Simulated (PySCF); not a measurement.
# CH$_{9}$NOSi$_{2}$: what the fields show

| atom | x (Å) | y (Å) | z (Å) |
| --- | --- | --- | --- |
| C | -1.7966 | -0.9070 | 0.0363 |
| Si | -0.5819 | 0.2009 | 0.9738 |
| N | -0.7211 | 1.7827 | 0.3030 |
| O | 0.9531 | -0.2757 | 0.7393 |
| Si | 2.3707 | -0.4914 | 0.0009 |
| H | -2.8211 | -0.7106 | 0.3360 |
| H | -1.7292 | -0.7481 | -1.0358 |
| H | -1.5945 | -1.9558 | 0.2288 |
| H | -0.7181 | 0.0818 | 2.4308 |
| H | -1.6245 | 2.2238 | 0.2667 |
| H | -0.0124 | 2.4627 | 0.5261 |
| H | 2.2214 | -0.2891 | -1.4405 |
| H | 2.7610 | -1.8647 | 0.3166 |
| H | 3.2923 | 0.4901 | 0.5759 |

Geometry: GFN2-xTB.

Method: PBE0/pcSseg-1, SCF density, gas phase, non-relativistic (PySCF).

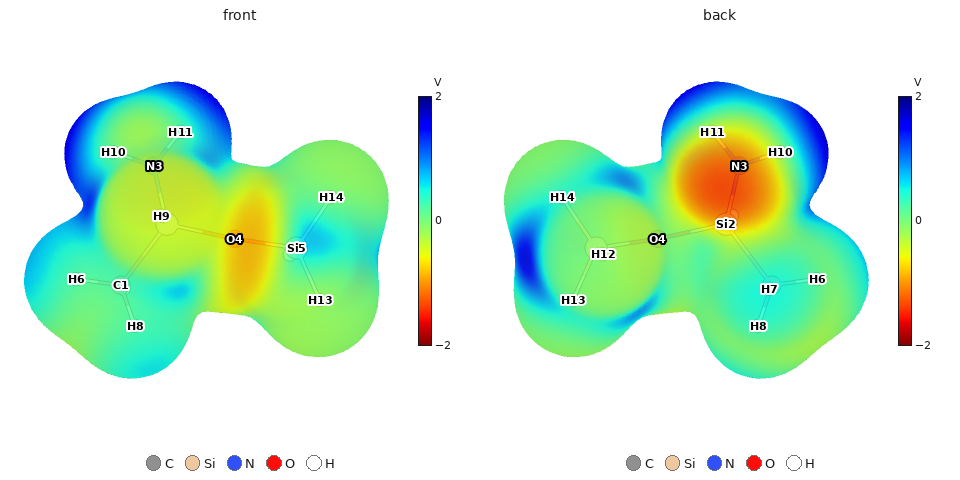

Figure 1. The molecular electrostatic potential painted on the density surface at 0.002 e/bohr³, seen from the front and from behind; the colour scale runs from red (negative) to blue (positive).

Describe the electrostatic potential map.

The most negative region (about −1.4 V) lies over N3, the most positive (about +1.6 V) over Si5, H10 and H11. N3 is the likeliest acceptor of a hydrogen bond.

What dipole moment does the calculation give?

Its dipole moment is 1.28 D.

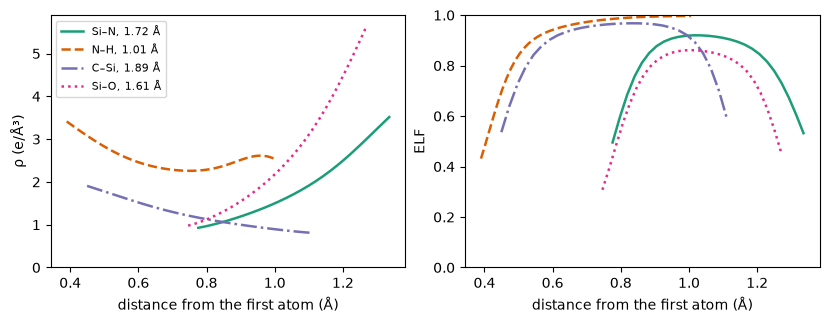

Figure 2. Total electron density and ELF along straight lines between neighbouring atoms. The curves leave out the atomic cores.

What can be read from the curves?

Si–N (1.72 Å): ρ is about 1.1 e/Å³ halfway; the ELF peaks at about 0.90 between the atoms, as expected for a polar covalent bond.
N–H (1.01 Å): the density is about 2.8 e/Å³ at the midpoint; the ELF climbs to about 1 towards the hydrogen, as it does in any bond to H (a covalent bond by its length).
C–Si (1.89 Å): ρ is about 0.95 e/Å³ halfway; the ELF peaks at about 0.95 between the atoms, as expected for localised, covalent bonding.
Si–O (1.61 Å): ρ at the midpoint is about 1.1 e/Å³; the ELF peaks at about 0.85 between the atoms (a short, strongly polar bond).
